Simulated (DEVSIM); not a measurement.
System: abrupt InP n-p junction, at 300 K.

```tsv
layer (left to right)	material	thickness (μm)	Nd (cm⁻³)	Na (cm⁻³)	τn (s)	τp (s)
1	InP	0.750	5.3e16	-	7.9e-10	7.9e-10
2	InP	160	-	1.5e14	7.9e-10	7.9e-10
```

Left contact: ohmic. Right contact: ohmic. Voltage is applied to the left contact. Recombination: SRH at mid-gap. Mobility is μmin + (μ − μmin)/(1 + (N/Nref)^α).

The device is made up for the run: typed textbook-type constants, with dimensions and the other settings drawn at random. Values at 300 K.

```csv
parameter,InP
gap (eV),1.344
affinity (eV),4.38
permittivity,12.5
Nc (cm⁻³),5.7e17
Nv (cm⁻³),1.1e19
μn (cm²/Vs),5200
μp (cm²/Vs),170
"μn,min",400
"μp,min",10
"Nref,n",3e17
"Nref,p",4.9e17
αn,0.47
αp,0.62
```

Model (solved in DEVSIM): 1D drift-diffusion, Boltzmann statistics, complete ionisation; no tunnelling, impact ionisation, image-force lowering or self-heating.

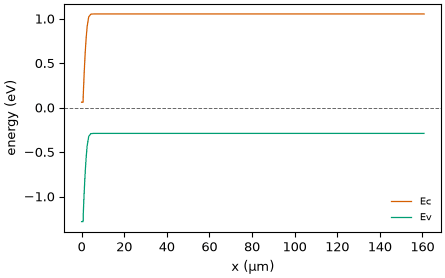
Figure: Band edges at zero bias

Energies count from the Fermi level of the right contact; mesh points crowd at the junctions.

| x (μm) | Ec (eV) | Ev (eV) | n (cm⁻³) | p (cm⁻³) | field (V/cm) |
|---|---|---|---|---|---|
| 0.000 | 0.061 | -1.283 | 5.3e16 | < 1e2 | ≈ 0 |
| 0.03853 | 0.061 | -1.283 | 5.3e16 | < 1e2 | ≈ 0 |
| 0.1288 | 0.061 | -1.283 | 5.3e16 | < 1e2 | ≈ 0 |
| 0.3603 | 0.061 | -1.283 | 5.3e16 | < 1e2 | ≈ 0 |
| 0.6481 | 0.062 | -1.282 | 5.3e16 | < 1e2 | 75 |
| 0.7247 | 0.070 | -1.274 | 3.8e16 | < 1e2 | 4300 |
| 0.7554 | 0.097 | -1.247 | 1.3e16 | < 1e2 | 12000 |
| 0.8347 | 0.163 | -1.181 | 1.0e15 | < 1e2 | 6700 |
| 1.004 | 0.266 | -1.078 | 1.9e13 | < 1e2 | 5800 |
| 1.466 | 0.509 | -0.835 | 1.6e9 | 100000 | 4800 |
| 2.617 | 0.912 | -0.432 | 270 | 6.1e11 | 2300 |
| 7.707 | 1.054 | -0.290 | < 1e2 | 1.5e14 | ≈ 0 |
| 18.57 | 1.054 | -0.290 | < 1e2 | 1.5e14 | ≈ 0 |
| 48.25 | 1.054 | -0.290 | < 1e2 | 1.5e14 | ≈ 0 |
| 122.4 | 1.054 | -0.290 | < 1e2 | 1.5e14 | ≈ 0 |
| 146.4 | 1.054 | -0.290 | < 1e2 | 1.5e14 | ≈ 0 |
| 155.1 | 1.054 | -0.290 | < 1e2 | 1.5e14 | ≈ 0 |
| 158.7 | 1.054 | -0.290 | < 1e2 | 1.5e14 | ≈ 0 |
| 160.2 | 1.054 | -0.290 | < 1e2 | 1.5e14 | ≈ 0 |
| 160.6 | 1.054 | -0.290 | < 1e2 | 1.5e14 | ≈ 0 |
| 160.7 | 1.054 | -0.290 | < 1e2 | 1.5e14 | ≈ 0 |
| 160.8 | 1.054 | -0.290 | < 1e2 | 1.5e14 | ≈ 0 |
